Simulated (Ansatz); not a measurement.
**CH₅OSn radical: from a rough start to a stationary point**

What shape does CH₅OSn radical take? The plan is to relax it, check the end point by its vibrations and derive ideal-gas thermochemistry, and look at its orbitals and charge.

Computed with Ansatz 0.2.0, Gaussian basis. Level: UKS PBE0-D4/def2-TZVP.

Plan: relaxation at PBE-D4/def2-SVP; relaxation at PBE0-D4/def2-TZVP; harmonic vibrations at the same level; a single point in def2-TZVPP for the fields.

### 1 The system as given

SMILES `[CH3][SnH][OH]`, 8 atoms, charge 0, spin multiplicity 2.

Atoms are counted from 1 here; the program's logs count them from 0.

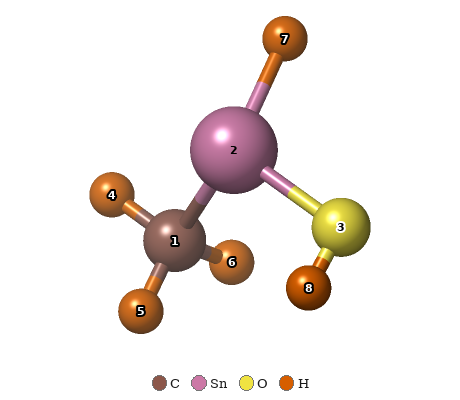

The starting geometry (carbon brown, tin pink, oxygen yellow, hydrogen orange); atoms are numbered from 1 in the order of the file.

As a file:

```xyz
8

C    -0.7513    0.8277   -0.0984
Sn    1.0955   -0.0901    0.1483
O     0.7839   -2.0173    0.4717
H    -0.5703    1.9654   -0.3026
H    -1.4066    0.7331    0.7899
H    -1.3281    0.4340   -0.9747
H     2.0829    0.1207   -1.2983
H     0.1862   -2.0306    1.2083
```

The start is a force-field geometry with small random shifts, so a cheaper pass at PBE-D4/def2-SVP comes first. Sn takes the def2 core potential; no spin-orbit term is included.

### 2 Optimising with PBE-D4/def2-SVP (cheap first pass)

Input file in.yaml:

```yaml
crystal:
  periodic: [false, false, false]
  atoms:
    - {symbol: C, position_ang: [-0.751300, 0.827700, -0.098400]}
    - {symbol: Sn, position_ang: [1.095500, -0.090100, 0.148300]}
    - {symbol: O, position_ang: [0.783900, -2.017300, 0.471700]}
    - {symbol: H, position_ang: [-0.570300, 1.965400, -0.302600]}
    - {symbol: H, position_ang: [-1.406600, 0.733100, 0.789900]}
    - {symbol: H, position_ang: [-1.328100, 0.434000, -0.974700]}
    - {symbol: H, position_ang: [2.082900, 0.120700, -1.298300]}
    - {symbol: H, position_ang: [0.186200, -2.030600, 1.208300]}
basis:
  gaussian: {orbitals: def2-SVP}
magnetization: {spin_polarized: true, initial_magnetization: 1}
hamiltonian: {xc: pbe, dispersion: d4}
relax: {f_tol: 0.03, max_steps: 200}
```

Started as:

```sh
$ ansatz run in.yaml --threads 4 --pin off --events-out ev --progress --plain --max-ram 10444MiB
```

Standard output, cut to the lines that bear on the results:

```text
Functional definition: PBE
  name "PBE"
  cite "Perdew, Burke & Ernzerhof, Phys. Rev. Lett. 77, 3865 (1996) doi:10.1103/PhysRevLett.77.3865"
  parent pbe
[...]
882 factors; their error is unknown
[...]
mean field -8989.48935202 eV, -330.3576403919 hartree, gradient 6.9e-6 eV, S^2 0.751087; 0 other end points of the search recorded, 0 dependent functions left out
[...]
reference -8989.48938888 eV, -330.3576417467 hartree; 21, 20 occupied and 58, 59 virtual orbitals, 882 factors
relax step   1: F+E_penalty+E_count = -8989.61983968 eV  Δ(F+E_penalty+E_count) = +0.000e0 eV  max|allowed force component| = 2.230e0 eV/Å  Δτ_max = 0.0000 Å  (29 SCF iters, accepted)
[...]
relax step   4: F+E_penalty+E_count = -8989.90385986 eV  Δ(F+E_penalty+E_count) = -5.017e-3 eV  max|allowed force component| = 6.470e-2 eV/Å  Δτ_max = 0.0282 Å  (31 SCF iters, accepted)
[...]
relax step   5: F+E_penalty+E_count = -8989.90460864 eV  Δ(F+E_penalty+E_count) = -7.488e-4 eV  max|allowed force component| = 9.807e-3 eV/Å  Δτ_max = 0.0181 Å  (31 SCF iters, accepted)
882 factors; their error is unknown
[...]
mean field -8989.77642112 eV, -330.3681899868 hartree, gradient 1.1e-5 eV, S^2 0.751328; 1 other end points of the search recorded, 0 dependent functions left out
[...]
reference -8989.77645811 eV, -330.3681913461 hartree; 21, 20 occupied and 58, 59 virtual orbitals, 882 factors
Total energy: -8989.90464563 eV, -330.3729021506 hartree
Atom 0 at    -0.810958     0.928464    -0.102870 Å, force     0.000728     0.000925     0.005240 eV/Å
Atom 1 at     1.162528    -0.015738     0.227127 Å, force    -0.003218     0.009807    -0.002958 eV/Å
Atom 2 at     0.853362    -2.016208     0.442191 Å, force    -0.000291    -0.001497    -0.003245 eV/Å
Atom 3 at    -0.659176     2.000667    -0.332239 Å, force     0.001501     0.001113    -0.001965 eV/Å
Atom 4 at    -1.445288     0.826621     0.797346 Å, force    -0.003663     0.001587     0.000466 eV/Å
Atom 5 at    -1.285997     0.419426    -0.964936 Å, force     0.005909    -0.006392     0.002684 eV/Å
Atom 6 at     2.059364    -0.019971    -1.288987 Å, force    -0.000470    -0.004615     0.001797 eV/Å
Atom 7 at     0.218365    -2.180360     1.166568 Å, force    -0.000496    -0.000929    -0.002019 eV/Å
Dipole moment:    -0.281500     0.307521     0.210769 e Å
```

Run time: 5.5 s. Hardware: 4 threads of Arm Neoverse V2, shared host.

Step by step:

| step | energy from step 1 (eV) | largest force component (eV/Å) |
| --- | --- | --- |
| 1 | 0.0000 | 2.2298 |
| 2 | -0.2596 | 0.6434 |
| 3 | -0.2790 | 0.2389 |
| 4 | -0.2840 | 0.0647 |
| 5 | -0.2848 | 0.0098 |

Close pairs (by a distance rule), those that changed most:

| bond | before (Å) | after (Å) | change (Å) |
| --- | --- | --- | --- |
| C1–Sn2 | 2.077 | 2.212 | +0.135 |
| C1–H4 | 1.170 | 1.107 | -0.063 |
| Sn2–O3 | 1.979 | 2.036 | +0.057 |
| O3–H8 | 0.949 | 0.977 | +0.028 |
| C1–H6 | 1.121 | 1.108 | -0.012 |
| Sn2–H7 | 1.764 | 1.762 | -0.003 |
| C1–H5 | 1.108 | 1.106 | -0.002 |

### 3 Optimising with PBE0-D4/def2-TZVP

Input file in.yaml:

```yaml
crystal:
  periodic: [false, false, false]
  atoms:
    - {symbol: C, position_ang: [-0.810958, 0.928464, -0.102870]}
    - {symbol: Sn, position_ang: [1.162528, -0.015738, 0.227127]}
    - {symbol: O, position_ang: [0.853362, -2.016208, 0.442191]}
    - {symbol: H, position_ang: [-0.659176, 2.000667, -0.332239]}
    - {symbol: H, position_ang: [-1.445288, 0.826621, 0.797346]}
    - {symbol: H, position_ang: [-1.285997, 0.419426, -0.964936]}
    - {symbol: H, position_ang: [2.059364, -0.019971, -1.288987]}
    - {symbol: H, position_ang: [0.218365, -2.180360, 1.166568]}
basis:
  gaussian: {orbitals: def2-TZVP}
magnetization: {spin_polarized: true, initial_magnetization: 1}
hamiltonian: {xc: pbe0, dispersion: d4}
relax: {f_tol: 0.005, max_steps: 150}
```

The command is unchanged.

Standard output, cut to the lines that bear on the results:

```text
Functional definition: PBE0
  name "PBE0"
  cite "Adamo & Barone, J. Chem. Phys. 110, 6158 (1999) doi:10.1063/1.478522"
  cite "Perdew, Burke & Ernzerhof, Phys. Rev. Lett. 77, 3865 (1996) doi:10.1103/PhysRevLett.77.3865"
  parent pbe
[...]
1012 factors; their error is unknown
[...]
mean field -8994.35398136 eV, -330.5364122229 hartree, gradient 6.9e-5 eV, S^2 0.753258; 0 other end points of the search recorded, 0 dependent functions left out
[...]
reference -8994.35401697 eV, -330.5364135316 hartree; 21, 20 occupied and 121, 122 virtual orbitals, 1012 factors
relax step   1: F+E_penalty+E_count = -8994.46197538 eV  Δ(F+E_penalty+E_count) = +0.000e0 eV  max|allowed force component| = 7.706e-1 eV/Å  Δτ_max = 0.0000 Å  (32 SCF iters, accepted)
[...]
reference -8994.42055135 eV, -330.5388586251 hartree; 21, 20 occupied and 121, 122 virtual orbitals, 1012 factors
Total energy: -8994.52990875 eV, -330.5428774353 hartree
Atom 0 at    -0.791684     0.904908    -0.093624 Å, force    -0.004746     0.004209    -0.002292 eV/Å
Atom 1 at     1.146441    -0.010185     0.209257 Å, force     0.001177    -0.000076     0.001881 eV/Å
Atom 2 at     0.818818    -1.953689     0.423264 Å, force     0.001631    -0.000089    -0.002331 eV/Å
Atom 3 at    -0.666382     1.947956    -0.384592 Å, force     0.001066    -0.001171     0.001253 eV/Å
Atom 4 at    -1.383395     0.851420     0.819297 Å, force     0.000817    -0.000123     0.000468 eV/Å
Atom 5 at    -1.294179     0.356022    -0.892285 Å, force     0.000849    -0.002049     0.000481 eV/Å
Atom 6 at     2.088291     0.004769    -1.241741 Å, force     0.000472    -0.000872    -0.000603 eV/Å
Atom 7 at     0.174291    -2.158298     1.104623 Å, force    -0.001266     0.000172     0.001144 eV/Å
Dipole moment:    -0.266700     0.361405     0.192976 e Å
```

It took 17 s on 4 threads of Arm Neoverse V2, shared host.

The steps of the relaxation:

| step | energy from step 1 (eV) | largest force component (eV/Å) |
| --- | --- | --- |
| 1 | 0.0000 | 0.7706 |
| 2 | -0.0595 | 0.3025 |
| 3 | -0.0661 | 0.0770 |
| 4 | -0.0663 | 0.0688 |
| 5 | -0.0678 | 0.0227 |
| 6 | -0.0679 | 0.0116 |
| 7 | -0.0679 | 0.0047 |

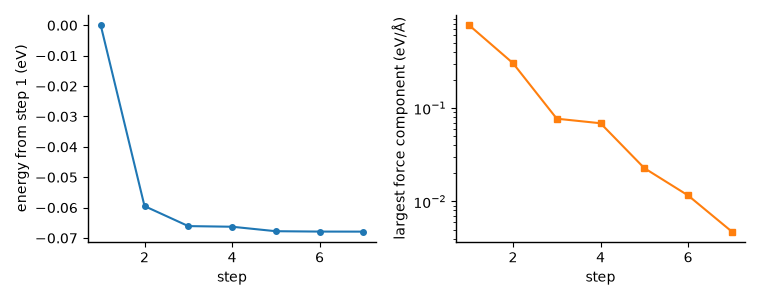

Energy and largest force along the relaxation.

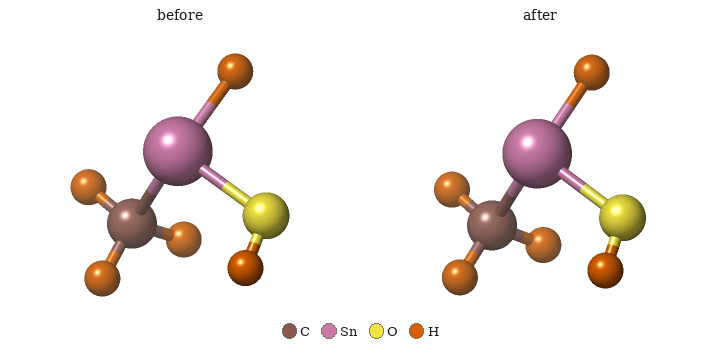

The geometry before (left) and after (right).

Close pairs (by a distance rule), those that changed most:

| bond | before (Å) | after (Å) | change (Å) |
| --- | --- | --- | --- |
| Sn2–O3 | 2.036 | 1.983 | -0.053 |
| C1–Sn2 | 2.212 | 2.165 | -0.048 |
| Sn2–H7 | 1.762 | 1.730 | -0.032 |
| O3–H8 | 0.977 | 0.960 | -0.017 |
| C1–H4 | 1.107 | 1.090 | -0.017 |
| C1–H5 | 1.106 | 1.089 | -0.017 |
| C1–H6 | 1.108 | 1.092 | -0.017 |

Mulliken charges at the end point, from the run's report:

| atom | value (e) |
| --- | --- |
| C1 | -0.63 |
| Sn2 | 0.61 |
| O3 | -0.68 |
| H4 | 0.15 |
| H5 | 0.14 |
| H6 | 0.16 |
| H7 | -0.06 |
| H8 | 0.31 |

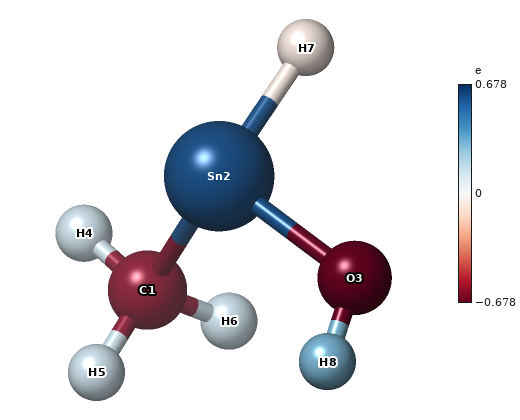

Mulliken charges at the end point, from the run's report, as colours on the atoms.

### 4 Harmonic vibrations

Input file in.yaml:

```yaml
crystal:
  periodic: [false, false, false]
  atoms:
    - {symbol: C, position_ang: [-0.791684, 0.904908, -0.093624]}
    - {symbol: Sn, position_ang: [1.146441, -0.010185, 0.209257]}
    - {symbol: O, position_ang: [0.818818, -1.953689, 0.423264]}
    - {symbol: H, position_ang: [-0.666382, 1.947956, -0.384592]}
    - {symbol: H, position_ang: [-1.383395, 0.851420, 0.819297]}
    - {symbol: H, position_ang: [-1.294179, 0.356022, -0.892285]}
    - {symbol: H, position_ang: [2.088291, 0.004769, -1.241741]}
    - {symbol: H, position_ang: [0.174291, -2.158298, 1.104623]}
basis:
  gaussian: {orbitals: def2-TZVP}
magnetization: {spin_polarized: true, initial_magnetization: 1}
hamiltonian: {xc: pbe0, dispersion: d4}
phonons: {temperatures: {t_min: 298.15, t_max: 900, t_step: 200}}
```

The command is unchanged.

Standard output, cut to the lines that bear on the results:

```text
Functional definition: PBE0
  name "PBE0"
  cite "Adamo & Barone, J. Chem. Phys. 110, 6158 (1999) doi:10.1063/1.478522"
  cite "Perdew, Burke & Ernzerhof, Phys. Rev. Lett. 77, 3865 (1996) doi:10.1103/PhysRevLett.77.3865"
  parent pbe
[...]
1012 factors; their error is unknown
[...]
mean field -8994.42051106 eV, -330.5388571442 hartree, gradient 5.1e-5 eV, S^2 0.752657; 0 other end points of the search recorded, 0 dependent functions left out
[...]
reference -8994.42054684 eV, -330.5388584590 hartree; 21, 20 occupied and 121, 122 virtual orbitals, 1012 factors
[...]
1012 factors; their error is unknown
mean field -8994.42038332 eV, -330.5388524500 hartree, gradient 2.5e-6 eV, S^2 0.752648; 0 other end points of the search recorded, 0 dependent functions left out
[...]
reference -8994.42041910 eV, -330.5388537648 hartree; 21, 20 occupied and 121, 122 virtual orbitals, 1012 factors
[...]
Atom 0 at    -0.791684     0.904908    -0.093624 Å, force    -0.004739     0.004229    -0.002301 eV/Å
Atom 1 at     1.146441    -0.010185     0.209257 Å, force     0.001195    -0.000079     0.001882 eV/Å
Atom 2 at     0.818818    -1.953689     0.423264 Å, force     0.001600    -0.000086    -0.002332 eV/Å
Atom 3 at    -0.666382     1.947956    -0.384592 Å, force     0.001061    -0.001186     0.001251 eV/Å
Atom 4 at    -1.383395     0.851420     0.819297 Å, force     0.000814    -0.000126     0.000476 eV/Å
Atom 5 at    -1.294179     0.356022    -0.892285 Å, force     0.000840    -0.002053     0.000477 eV/Å
Atom 6 at     2.088291     0.004769    -1.241741 Å, force     0.000474    -0.000870    -0.000595 eV/Å
Atom 7 at     0.174291    -2.158298     1.104623 Å, force    -0.001245     0.000171     0.001141 eV/Å
Dipole moment:    -0.266699     0.361405     0.192975 e Å
Vibrations: 78.52 143.28 223.82 448.89 495.79 526.55 598.19 719.88 761.42 822.51 1184.91 1437.65 1448.23 1830.13 3060.80 3161.42 3172.78 3892.43 cm⁻¹, zero-point energy 1.488256 eV
```

Wall time 60 s (4 threads of Arm Neoverse V2, shared host).

Motions are named by where the mode's potential energy lies. Wavenumbers, unscaled:

| mode | cm⁻¹ | motion |
| --- | --- | --- |
| 1 | 79 | torsion |
| 2 | 143 | bend |
| 3 | 224 | torsion |
| 4 | 449 | bend with torsion |
| 5 | 496 | Sn–C stretch |
| 6 | 527 | bend with torsion |
| 7 | 598 | Sn–O stretch |
| 8 | 720 | bend |
| 9 | 761 | bend |
| 10 | 823 | bend |
| 11 | 1185 | bend |
| 12 | 1438 | bend |
| 13 | 1448 | bend |
| 14 | 1830 | Sn–H stretch |
| 15 | 3061 | C–H stretch |
| 16 | 3161 | C–H stretch |
| 17 | 3173 | C–H stretch |
| 18 | 3892 | O–H stretch |

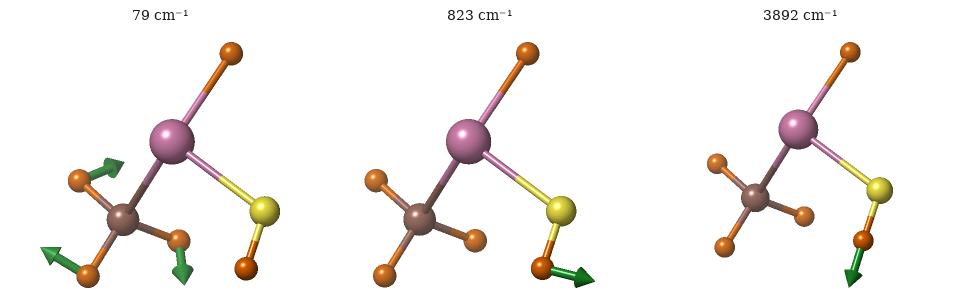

Displacements of 3 modes, as arrows.

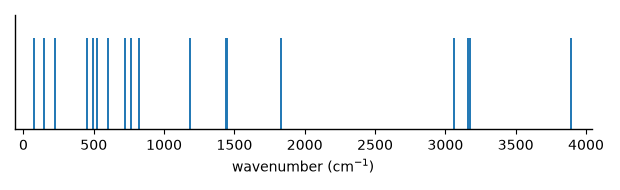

The harmonic wavenumbers as sticks (no intensities were computed).

Ideal gas, rigid rotor and harmonic oscillator at 298.15 K and 1 bar, with symmetry number 1:

| term | value |
| --- | --- |
| zero-point energy | 143.6 kJ/mol |
| H(298) − E | 161.7 kJ/mol |
| entropy, electronic degeneracy | 5.8 J/(mol K) |
| entropy, translation | 171.5 J/(mol K) |
| entropy, rotation | 104.1 J/(mol K) |
| entropy, vibration | 49.9 J/(mol K) |
| entropy, total | 331.2 J/(mol K) |

### 5 Orbitals, density and potential

Edit in.yaml of step 4 so:

```diff
@@ -12,5 +12,5 @@
 basis:
-  gaussian: {orbitals: def2-TZVP}
+  gaussian: {orbitals: def2-TZVPP}
 magnetization: {spin_polarized: true, initial_magnetization: 1}
 hamiltonian: {xc: pbe0, dispersion: d4}
-phonons: {temperatures: {t_min: 298.15, t_max: 900, t_step: 200}}
+output: {orbitals: {seedname: orbitals}}
```

Launched as before.

Standard output:

```text
Functional definition: PBE0
  name "PBE0"
  cite "Adamo & Barone, J. Chem. Phys. 110, 6158 (1999) doi:10.1063/1.478522"
  cite "Perdew, Burke & Ernzerhof, Phys. Rev. Lett. 77, 3865 (1996) doi:10.1103/PhysRevLett.77.3865"
  parent pbe
  parameter a = 0.25
  parameter kappa = 0.804
  parameter beta = 0.06672455060314922
  exchange = (1 - a)*pbe_x(kappa = kappa, mu = beta*pi^2/3) + a*exact_x
  correlation = pbe_c(beta = beta)
1087 factors; their error is unknown
mean field evaluation 1: about -8982.9958 eV, gradient 5.4e1 eV
mean field evaluation 2: about -8946.0703 eV, gradient 1.0e2 eV
mean field evaluation 4: about -8994.1595 eV, gradient 7.4e0 eV
mean field evaluation 8: about -8994.4261 eV, gradient 1.2e-1 eV
mean field evaluation 16: about -8994.5029 eV, gradient 5.9e-4 eV
mean field -8994.50293267 eV, -330.5418860824 hartree, gradient 5.2e-5 eV, S^2 0.752712; 0 other end points of the search recorded, 0 dependent functions left out
reference -8994.50296864 eV, -330.5418874043 hartree; 21, 20 occupied and 161, 162 virtual orbitals, 1087 factors
Total energy: -8994.61232603 eV, -330.5459062144 hartree
```

Wall time 2.4 s (4 threads of Arm Neoverse V2, shared host); peak memory 0.44 GiB.

Orbitals, density, ELF and potential are computed afterwards from the orbital file.

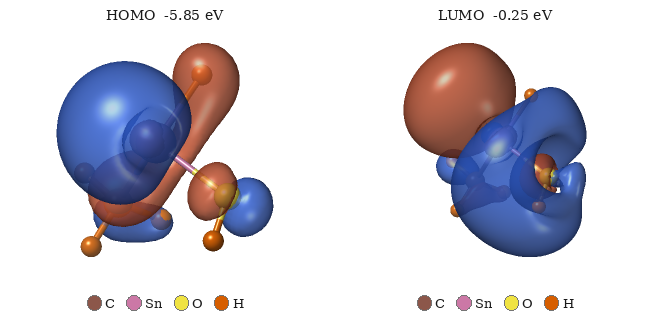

Frontier orbitals at PBE0-D4/def2-TZVPP (alpha spin); each surface holds 70 % of the orbital's density, blue and red mark the sign.

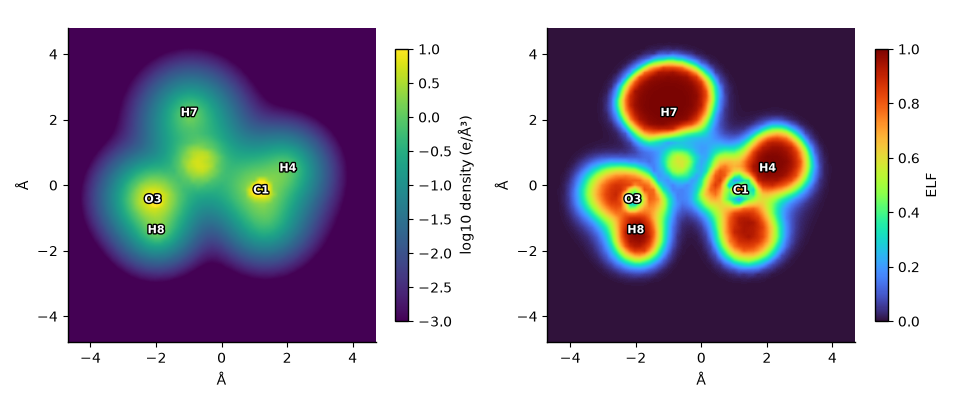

Density (left) and ELF (right) in a plane through or near 5 of the atoms.

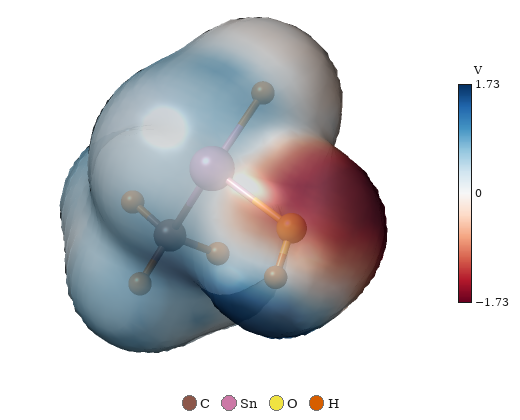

The potential that a unit positive charge feels on the 0.002 e/bohr³ surface, from -1.73 V near O3 to 1.73 V near H8.

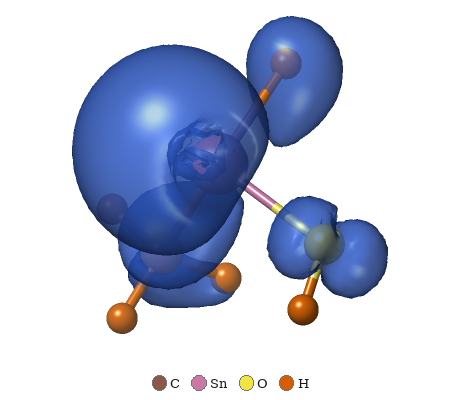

Spin density at ±0.02 e/Å³ (alpha excess blue, beta excess red).

### 6 What came out

| quantity | value |
| --- | --- |
| point group | C1 |
| steps | 5 + 7 |
| shift from the start (rms) | 0.121 Å |
| total energy | -8994.5299 eV |
| dispersion term | -109 meV |
| dipole moment | 2.35 D |
| lowest, highest wavenumber | 79, 3892 cm⁻¹ |
| zero-point energy | 143.6 kJ/mol |
| entropy at 298.15 K | 331.2 J/(mol K) |
| HOMO, LUMO (alpha spin) | -5.85, -0.25 eV |

In words: The relaxed geometry lies 0.12 Å (rms) from the start; the bond that changed most is C1–Sn2, from 2.077 to 2.165 Å. No mode is imaginary: a true minimum at this level. The stiffest mode, 3892 cm⁻¹, is an O–H stretch, and 2 modes under 200 cm⁻¹ make the vibrational entropy uncertain. Harmonic hybrid wavenumbers usually lie a few per cent above measured fundamentals. The largest Mulliken charge, -0.68 e, sits on O3. The alpha HOMO lies mostly on Sn2 58 %; H7 13 % and the LUMO on Sn2 31 %; H7, H8 about 18 % each. The unpaired spin sits mainly on Sn2 61 %; H7 13 %.
